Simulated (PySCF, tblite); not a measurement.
# C₃H₄FN: dynamics, then NMR shifts on frames, part 2 of 2

tblite 0.8.0 and PySCF 2.14.0. Atoms count from 0. The steps go on from the part before.

## (4) Shielding tensors: 425 fs, PBE0/pcSseg-1

The job: settings as JSON, then the geometry in Å.

```
{"job": {"kind": "nmr", "xc": "PBE0", "basis": "pcSseg-1", "pop": false}, "charge": 0, "multiplicity": 1}
F      1.139600    -0.322200     1.377300
C      0.997100    -0.835700     0.132000
C     -0.260500    -0.399200    -0.504300
N     -0.911300    -0.231400    -1.575500
C     -1.624100     0.039300    -0.241000
H      0.769000    -1.885800     0.286400
H      1.914200    -0.632500    -0.430900
H     -2.265800    -0.823800    -0.035700
H     -1.987100     1.034000    -0.151300
```

With the program's defaults for keys left out, this is: GIAO PBE0/pcSseg-1 NMR shielding, non-relativistic, gas phase.

Log:

```text
coarse grid: 7888 points
cycle   1  E = -270.8097438460  dE =  7.523e-01  |g| = 5.093e-01  |ddm| = 2.659e+00
cycle   2  E = -270.7195642261  dE =  9.018e-02  |g| = 8.704e-01  |ddm| = 9.051e-01
cycle   3  E = -270.8561281452  dE = -1.366e-01  |g| = 1.295e-01  |ddm| = 5.941e-01
cycle   4  E = -270.8587363279  dE = -2.608e-03  |g| = 6.371e-02  |ddm| = 1.213e-01
cycle   5  E = -270.8595389415  dE = -8.026e-04  |g| = 7.396e-03  |ddm| = 4.479e-02
cycle   6  E = -270.8595501205  dE = -1.118e-05  |g| = 2.984e-03  |ddm| = 1.074e-02
cycle   7  E = -270.8595521327  dE = -2.012e-06  |g| = 5.761e-04  |ddm| = 2.755e-03
final grid: 77712 points
cycle   8  E = -270.8938747926  dE = -2.354e-05  |g| = 5.926e-03  |ddm| = 2.015e-02
cycle   9  E = -270.8938730448  dE =  1.748e-06  |g| = 6.990e-03  |ddm| = 9.862e-03
cycle  10  E = -270.8938826285  dE = -9.584e-06  |g| = 1.371e-03  |ddm| = 5.230e-03
cycle  11  E = -270.8938829728  dE = -3.444e-07  |g| = 4.020e-04  |ddm| = 1.108e-03
cycle  12  E = -270.8938830034  dE = -3.063e-08  |g| = 1.156e-04  |ddm| = 3.001e-04
cycle  13  E = -270.8938830056  dE = -2.197e-09  |g| = 1.914e-05  |ddm| = 7.730e-05
cycle  14  E = -270.8938830057  dE = -6.685e-11  |g| = 7.900e-06  |ddm| = 2.146e-05
converged SCF energy = -270.8938830057

GIAO shielding tensors (ppm)
atom      isotropic    diamagn.    paramagn.     s11        s22        s33       span
  0 F      438.895     472.463     -33.568    410.670    429.061    476.956     66.286
  1 C      106.170     238.626    -132.455     72.194     93.248    153.068     80.874
  2 C        8.567     256.480    -247.913   -161.896     55.716    131.882    293.778
  3 N      -54.642     328.273    -382.915   -348.334   -106.236    290.644    638.978
  4 C      166.832     250.328     -83.496    107.965    153.503    239.029    131.064
  5 H       25.970      26.826      -0.856     21.409     26.747     29.754      8.345
  6 H       25.480      26.284      -0.804     21.145     25.605     29.691      8.546
  7 H       30.254      29.300       0.954     24.235     27.346     39.182     14.948
  8 H       29.889      30.585      -0.696     25.346     26.891     37.430     12.084
```

Wall time 3.5 s (1 thread of AMD EPYC 9R14, shared host); peak memory 0.49 GiB.

This run: δ C2 178.4, C1 80.8, C4 20.1, F0 -267.9, H6 6.24, H5 5.75 ppm.

## (5) Shielding tensors: 625 fs, PBE0/pcSseg-1

The job: settings as JSON, then the geometry in Å.

```
{"job": {"kind": "nmr", "xc": "PBE0", "basis": "pcSseg-1", "pop": false}, "charge": 0, "multiplicity": 1}
F      0.415600    -0.587500     1.678300
C      0.654800    -0.475600     0.387600
C     -0.449300    -0.042700    -0.392500
N     -1.028700     0.155300    -1.533700
C     -1.747700     0.575400    -0.253100
H      1.281300    -1.339000     0.083300
H      1.357600     0.392300     0.329700
H     -2.640900    -0.027700     0.129400
H     -1.887700     1.635600    -0.220100
```

Level: GIAO PBE0/pcSseg-1 NMR shielding, non-relativistic, gas phase.

Log:

```text
coarse grid: 7888 points
cycle   1  E = -270.8080341605  dE =  7.957e-01  |g| = 4.908e-01  |ddm| = 2.671e+00
cycle   2  E = -270.7250250869  dE =  8.301e-02  |g| = 8.312e-01  |ddm| = 8.953e-01
cycle   3  E = -270.8493063001  dE = -1.243e-01  |g| = 1.500e-01  |ddm| = 5.909e-01
cycle   4  E = -270.8531316414  dE = -3.825e-03  |g| = 6.213e-02  |ddm| = 1.328e-01
cycle   5  E = -270.8539012546  dE = -7.696e-04  |g| = 7.222e-03  |ddm| = 4.509e-02
cycle   6  E = -270.8539117852  dE = -1.053e-05  |g| = 3.239e-03  |ddm| = 1.114e-02
cycle   7  E = -270.8539141550  dE = -2.370e-06  |g| = 5.439e-04  |ddm| = 2.986e-03
final grid: 77712 points
cycle   8  E = -270.8877931242  dE = -2.108e-05  |g| = 5.080e-03  |ddm| = 1.919e-02
cycle   9  E = -270.8877918503  dE =  1.274e-06  |g| = 5.880e-03  |ddm| = 8.821e-03
cycle  10  E = -270.8877990113  dE = -7.161e-06  |g| = 1.224e-03  |ddm| = 4.700e-03
cycle  11  E = -270.8877992985  dE = -2.872e-07  |g| = 3.629e-04  |ddm| = 9.990e-04
cycle  12  E = -270.8877993234  dE = -2.490e-08  |g| = 1.023e-04  |ddm| = 2.588e-04
cycle  13  E = -270.8877993250  dE = -1.591e-09  |g| = 1.707e-05  |ddm| = 7.601e-05
cycle  14  E = -270.8877993250  dE = -5.627e-11  |g| = 6.421e-06  |ddm| = 1.743e-05
converged SCF energy = -270.8877993250

GIAO shielding tensors (ppm)
atom      isotropic    diamagn.    paramagn.     s11        s22        s33       span
  0 F      439.907     470.820     -30.913    399.523    434.289    485.909     86.386
  1 C      111.848     239.960    -128.112     80.719     97.737    157.087     76.368
  2 C        4.615     253.450    -248.835   -165.747     35.358    144.233    309.980
  3 N      -59.424     327.167    -386.592   -349.878   -123.215    294.821    644.699
  4 C      158.565     251.692     -93.128    100.102    145.778    229.815    129.713
  5 H       25.203      26.410      -1.207     20.859     25.028     29.722      8.863
  6 H       25.365      27.147      -1.782     20.387     25.954     29.755      9.368
  7 H       28.714      27.859       0.855     24.264     25.863     36.016     11.752
  8 H       29.920      30.491      -0.571     24.902     27.124     37.732     12.830
```

It took 3.6 s on 1 thread of AMD EPYC 9R14, shared host; peak memory 0.5 GiB.

In short: δ C2 182.3, C1 75.1, C4 28.4, F0 -269.0, H5 6.51, H6 6.35 ppm.

## (6) Shielding tensors: 800 fs, PBE0/pcSseg-1

The job: settings as JSON, then the geometry in Å.

```
{"job": {"kind": "nmr", "xc": "PBE0", "basis": "pcSseg-1", "pop": false}, "charge": 0, "multiplicity": 1}
F     -0.160800    -0.141700     2.005200
C      0.112800    -0.350800     0.668200
C     -0.703100     0.400300    -0.236300
N     -1.001900     0.989800    -1.349900
C     -1.927800     1.255200    -0.174400
H     -0.220900    -1.333700     0.324400
H      1.164200    -0.225700     0.477600
H     -2.862400     0.773000    -0.389300
H     -1.908300     2.225300     0.204300
```

With the program's defaults for keys left out, this is: GIAO PBE0/pcSseg-1 NMR shielding, non-relativistic, gas phase.

Log:

```text
coarse grid: 7888 points
cycle   1  E = -270.7972220792  dE =  7.338e-01  |g| = 5.125e-01  |ddm| = 2.671e+00
cycle   2  E = -270.6862985229  dE =  1.109e-01  |g| = 9.252e-01  |ddm| = 9.779e-01
cycle   3  E = -270.8456943439  dE = -1.594e-01  |g| = 1.401e-01  |ddm| = 6.390e-01
cycle   4  E = -270.8486789304  dE = -2.985e-03  |g| = 7.055e-02  |ddm| = 1.305e-01
cycle   5  E = -270.8496791810  dE = -1.000e-03  |g| = 7.097e-03  |ddm| = 4.891e-02
cycle   6  E = -270.8496894283  dE = -1.025e-05  |g| = 2.772e-03  |ddm| = 9.948e-03
cycle   7  E = -270.8496911780  dE = -1.750e-06  |g| = 5.290e-04  |ddm| = 2.557e-03
final grid: 77712 points
cycle   8  E = -270.8851037304  dE = -2.793e-05  |g| = 6.454e-03  |ddm| = 1.993e-02
cycle   9  E = -270.8851011847  dE =  2.546e-06  |g| = 7.871e-03  |ddm| = 1.062e-02
cycle  10  E = -270.8851129106  dE = -1.173e-05  |g| = 1.227e-03  |ddm| = 5.496e-03
cycle  11  E = -270.8851131514  dE = -2.408e-07  |g| = 4.077e-04  |ddm| = 1.025e-03
cycle  12  E = -270.8851131811  dE = -2.969e-08  |g| = 1.648e-04  |ddm| = 3.364e-04
cycle  13  E = -270.8851131863  dE = -5.180e-09  |g| = 2.683e-05  |ddm| = 1.145e-04
cycle  14  E = -270.8851131864  dE = -1.316e-10  |g| = 1.049e-05  |ddm| = 2.697e-05
converged SCF energy = -270.8851131864

GIAO shielding tensors (ppm)
atom      isotropic    diamagn.    paramagn.     s11        s22        s33       span
  0 F      415.523     469.921     -54.399    374.497    424.877    447.194     72.697
  1 C      109.219     241.201    -131.982     70.248     96.639    160.771     90.522
  2 C        5.133     254.115    -248.983   -164.443     35.268    144.574    309.017
  3 N      -60.183     327.264    -387.447   -350.021   -105.682    275.154    625.174
  4 C      167.686     253.687     -86.002    113.744    149.493    239.820    126.076
  5 H       25.633      27.220      -1.588     20.522     26.837     29.539      9.016
  6 H       25.954      28.002      -2.047     21.184     26.070     30.610      9.426
  7 H       30.401      30.197       0.204     24.794     27.488     38.922     14.128
  8 H       31.380      31.444      -0.064     26.794     27.740     39.606     12.812
```

It took 3.7 s on 1 thread of AMD EPYC 9R14, shared host; peak memory 0.5 GiB.

This run: δ C2 181.8, C1 77.7, C4 19.2, F0 -244.6, H5 6.08, H6 5.76 ppm.

## (7) NMR shieldings: 1000 fs, PBE0/pcSseg-1

The job: settings as JSON, then the geometry in Å.

```
{"job": {"kind": "nmr", "xc": "PBE0", "basis": "pcSseg-1", "pop": false}, "charge": 0, "multiplicity": 1}
F     -0.482300     0.142700     2.008100
C      0.001700     0.209100     0.718500
C     -0.942700     0.928800    -0.155200
N     -1.440600     1.281600    -1.266900
C     -2.317900     1.470700    -0.107200
H      0.271400    -0.876100     0.416100
H      0.843300     0.829600     1.017800
H     -3.200700     0.830800     0.017700
H     -2.456400     2.506000     0.124800
```

With the program's defaults for keys left out, this is: GIAO PBE0/pcSseg-1 NMR shielding, non-relativistic, gas phase.

Log:

```text
coarse grid: 7888 points
cycle   1  E = -270.7903204180  dE =  7.434e-01  |g| = 5.500e-01  |ddm| = 2.647e+00
cycle   2  E = -270.6730170741  dE =  1.173e-01  |g| = 9.752e-01  |ddm| = 9.881e-01
cycle   3  E = -270.8459791725  dE = -1.730e-01  |g| = 1.271e-01  |ddm| = 6.420e-01
cycle   4  E = -270.8483506764  dE = -2.372e-03  |g| = 6.625e-02  |ddm| = 1.159e-01
cycle   5  E = -270.8492213917  dE = -8.707e-04  |g| = 7.302e-03  |ddm| = 4.416e-02
cycle   6  E = -270.8492326423  dE = -1.125e-05  |g| = 2.762e-03  |ddm| = 1.022e-02
cycle   7  E = -270.8492343714  dE = -1.729e-06  |g| = 5.157e-04  |ddm| = 2.637e-03
final grid: 77712 points
cycle   8  E = -270.8834168630  dE = -2.108e-05  |g| = 6.037e-03  |ddm| = 1.836e-02
cycle   9  E = -270.8834139088  dE =  2.954e-06  |g| = 7.554e-03  |ddm| = 1.040e-02
cycle  10  E = -270.8834250417  dE = -1.113e-05  |g| = 1.122e-03  |ddm| = 5.342e-03
cycle  11  E = -270.8834252569  dE = -2.152e-07  |g| = 3.278e-04  |ddm| = 8.808e-04
cycle  12  E = -270.8834252752  dE = -1.832e-08  |g| = 1.437e-04  |ddm| = 2.689e-04
cycle  13  E = -270.8834252792  dE = -3.922e-09  |g| = 1.869e-05  |ddm| = 9.425e-05
cycle  14  E = -270.8834252792  dE = -6.878e-11  |g| = 7.682e-06  |ddm| = 2.030e-05
converged SCF energy = -270.8834252792

GIAO shielding tensors (ppm)
atom      isotropic    diamagn.    paramagn.     s11        s22        s33       span
  0 F      406.067     470.587     -64.520    342.900    405.938    469.364    126.464
  1 C      100.547     240.198    -139.651     62.912     90.213    148.516     85.604
  2 C        2.275     248.950    -246.676   -175.306     39.138    142.993    318.299
  3 N      -74.289     326.912    -401.201   -406.447   -102.777    286.356    692.803
  4 C      164.478     254.346     -89.868    107.219    147.135    239.081    131.862
  5 H       24.218      26.227      -2.009     19.850     24.545     28.259      8.409
  6 H       24.320      27.432      -3.112     18.606     24.504     29.850     11.245
  7 H       29.980      29.487       0.492     25.591     26.712     37.637     12.046
  8 H       30.351      29.759       0.592     25.288     27.425     38.339     13.051
```

Run time: 3.7 s. Hardware: 1 thread of AMD EPYC 9R14, shared host; peak memory 0.5 GiB.

Key values: δ C2 184.7, C1 86.4, C4 22.4, F0 -235.1, H5 7.50, H6 7.40 ppm.

## (8) Side by side: NMR shifts

Shifts (ppm) of some atoms, chosen among heavy atoms and hydrogens apart, with basis size and wall time:

```csv
frame,C2,C1,C4,H5,H7,F0,N3,functions,time
250 fs,173.4,81.9,18.4,6.47,1.47,-249.1,317.1,105,5.8 s
425 fs,178.4,80.8,20.1,5.75,1.46,-267.9,322.4,105,3.5 s
625 fs,182.3,75.1,28.4,6.51,3.00,-269.0,327.2,105,3.6 s
800 fs,181.8,77.7,19.2,6.08,1.32,-244.6,327.9,105,3.7 s
1000 fs,184.7,86.4,22.4,7.50,1.74,-235.1,342.0,105,3.7 s
```

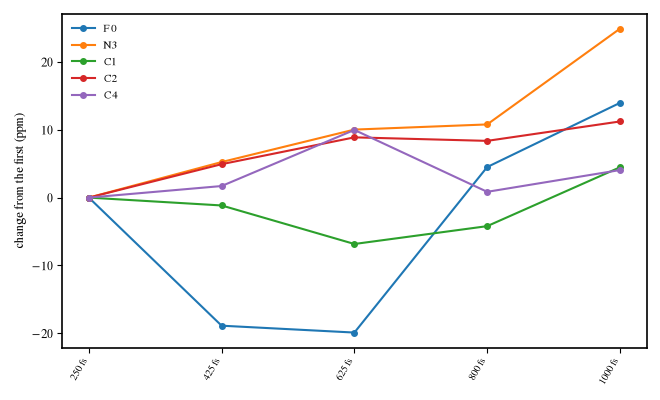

How five of the tabulated atoms move from run to run.

## (9) Outcome

The summary covers parts 1 to 2.

```
                                                                  quantity                       value
                                                                thermostat                       300 K
                                             mean temperature, second half                       309 K
                                   mean potential energy above the minimum                     0.29 eV
                            ¹³C shifts against TMS (PBE0/pcSseg-1, 250 fs)       173.4, 81.9, 18.4 ppm
                             ¹H shifts against TMS (PBE0/pcSseg-1, 250 fs)  6.47, 6.22, 1.47, 0.65 ppm
                          ¹⁹F shifts against CFCl3 (PBE0/pcSseg-1, 250 fs)                  -249.1 ppm
                            ¹⁵N shifts against NH3 (PBE0/pcSseg-1, 250 fs)                   317.1 ppm
potential on the surface of density 0.002 e/bohr³, 1st and 99th percentile          -1.60 V and 1.46 V
                                                  range of the shift of F0        -269.0 to -235.1 ppm
```

**Reading.** In the second half the potential energy averages 0.29 eV above the minimum; equipartition over 21 harmonic modes at 300 K would give 0.27 eV. With 9 atoms the temperature swings widely (146 to 460 K). Shifts at one fixed geometry are not the observed spectrum, which averages over the motion. In the first frame run (250 fs): Shielding is most anisotropic at N3 (span 622 ppm, paramagnetic term -377 ppm). By nearest atom (PBE0/pcSseg-1), the HOMO sits on N3 42 %; C4 28 % and the LUMO on C2 40 %; N3 37 %. Across the 5 runs the shift of F0 moves most, between -269.0 (625 fs) and -235.1 ppm (1000 fs).
